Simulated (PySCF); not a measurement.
**GeH2SCl (SMILES [SH][GeH][Cl]): UMP2/6-31G(d) (spherical functions)**

What is the vertical ionisation energy of GeH2SCl at UMP2/6-31G* (spherical functions)? The job is set up through a Python script.

Program for the calculation: PySCF 2.14.0.

**1. The system as given**

GeH2SCl has 5 atoms, charge 0, and is taken as a doublet. As SMILES, `[SH][GeH][Cl]`. The shape is that of a PBE0-D4/def2-TZVP optimisation. This is one conformer, not always the lowest.

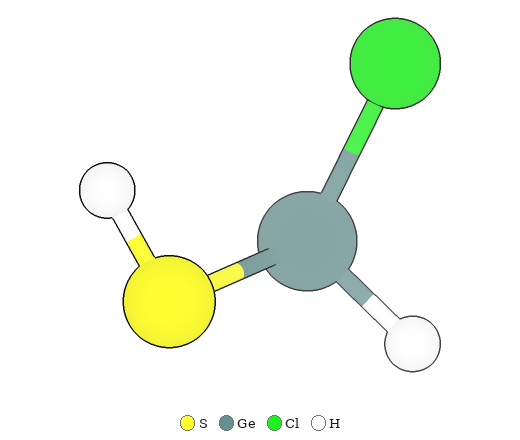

The structure, seen from a chosen angle (sulfur yellow, germanium teal, chlorine green, hydrogen white).

**2. A single-point energy at UMP2/6-31G(d) (spherical functions)**

File input.py:

```python
from pyscf import gto, mp

molecule = gto.M(
    atom='''
S     -1.509900     0.445000     0.252900
Ge     0.454500    -0.577100     0.354000
Cl     1.716800     0.052900    -1.291100
H     -1.733000     0.086400    -1.022600
H      1.121500    -0.080700     1.665200
''',
    max_memory=1860,
    basis='6-31g*',
    verbose=4,
    charge=0,
    spin=1,
)

mf = molecule.UHF()
mf.conv_tol = 1e-10
mf.kernel()
if not mf.converged:
    mf = mf.newton().run(mf.mo_coeff, mf.mo_occ)

pt = mp.MP2(mf, frozen=19).run()
etot = pt.e_tot
print(f'total energy: {etot:.8f} hartree')
```

Launch:

```bash
$ OMP_NUM_THREADS=1 python input.py
```

The program printed:

```text
PySCF version 2.14.0

[... 97 lines left out ...]
converged SCF energy = -2933.27020962432  <S^2> = 0.75745884  2S+1 = 2.007445
[... 1 line left out ...]
******** <class 'pyscf.mp.ump2.UMP2'> ********
nocc = (np.int64(15), np.int64(14)), nmo = (53, 53)
frozen orbitals 19
E(UMP2) = -2933.74588463053  E_corr = -0.475675006205128
E(SCS-UMP2) = -2933.72106013857  E_corr = -0.450850514244076
E_corr(same-spin) = -0.13841479984855
E_corr(oppo-spin) = -0.337260206356578
total energy: -2933.74588463 hartree
```

It took 2.7 s on 1 thread of Arm Neoverse V1, shared host; peak memory 0.16 GiB.

**3. The singlet cation at the same level**

File calc.py:

```python
from pyscf import gto, mp

mol = gto.M(
    atom=[
    ('S', (-1.509900, 0.445000, 0.252900)),
    ('Ge', (0.454500, -0.577100, 0.354000)),
    ('Cl', (1.716800, 0.052900, -1.291100)),
    ('H', (-1.733000, 0.086400, -1.022600)),
    ('H', (1.121500, -0.080700, 1.665200)),
],
    charge=1,
    basis='6-31g*',
    max_memory=1860,
    verbose=3,
    spin=0,
)

hf = mol.RHF()
hf.conv_tol = 1e-10
hf.kernel()
if not hf.converged:
    hf = hf.newton().run(hf.mo_coeff, hf.mo_occ)

pt = mp.MP2(hf, frozen=19).run()
energy = pt.e_tot
print(f'total energy: {energy:.8f} hartree')
```

Launch:

```bash
$ OMP_NUM_THREADS=1 python calc.py
```

The program printed:

```text
converged SCF energy = -2932.9525764807
E(RMP2) = -2933.43981409425  E_corr = -0.487237613549847
E(SCS-RMP2) = -2933.4165388056  E_corr = -0.463962324905709
total energy: -2933.43981409 hartree
```

Run time: 2.1 s. Hardware: 1 thread of Arm Neoverse V1, shared host; peak memory 0.15 GiB.

**4. Summary of results**

At UMP2/6-31G* (spherical functions), 19 core orbitals frozen:

| quantity | value |
| --- | --- |
| doublet GeH2SCl: total energy | -2933.74588 Eh |
| doublet GeH2SCl: dipole moment (Hartree–Fock density) | 1.72 D |
| doublet GeH2SCl: HOMO energy (Hartree–Fock orbitals) (highest over α and β) | -9.41 eV |
| doublet GeH2SCl: LUMO energy (Hartree–Fock orbitals) (lowest over α and β) | 0.06 eV |
| doublet GeH2SCl: correlation energy (19 core orbitals frozen) | -475.7 mEh |
| doublet GeH2SCl: ⟨S²⟩ of the reference determinant | 0.757 |
| singlet cation: total energy | -2933.43981 Eh |
| singlet cation: HOMO energy (Hartree–Fock orbitals) | -16.64 eV |
| singlet cation: LUMO energy (Hartree–Fock orbitals) | -7.73 eV |
| singlet cation: HOMO–LUMO gap (Hartree–Fock orbitals) | 8.91 eV |
| singlet cation: correlation energy (19 core orbitals frozen) | -487.2 mEh |
| vertical ionisation energy (to the singlet cation) | 8.329 eV |

In words: The vertical ionisation energy comes to 8.33 eV (192 kcal/mol). Only the singlet of the ionised species was computed; a triplet could lie lower. Mulliken charges (doublet GeH2SCl) of the mean-field density run from -0.29 on Cl3 to +0.40 on Ge2; they depend strongly on the basis.
